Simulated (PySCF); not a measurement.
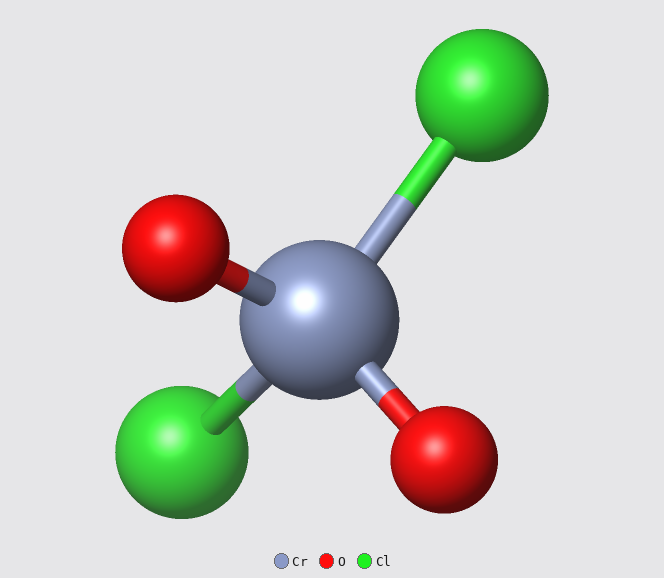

A metal compound. Charge 0, singlet. The computed structure is the end point of a B3LYP/def2-SVP optimisation.

Question. What is the coordination number of the metal, and which atoms bind to it?

Answer. Cr binds 4 atoms: 2 O at 1.54 Å, 2 Cl at 2.13 Å. The arrangement is tetrahedral.

Question. What are the formal oxidation state of the metal and its number of d electrons?

Answer. Cr(VI), d⁰, counting the ligands as closed-shell ions or neutral donors.

Question. How many electrons does a Mulliken analysis (B3LYP/def2-SVP) put in the metal's d functions?

Answer. 4.41, against the formal 0. Covalent donation from the ligands raises it.

Mulliken values depend strongly on the basis set. The search tried a few shapes and spins; others may lie lower.
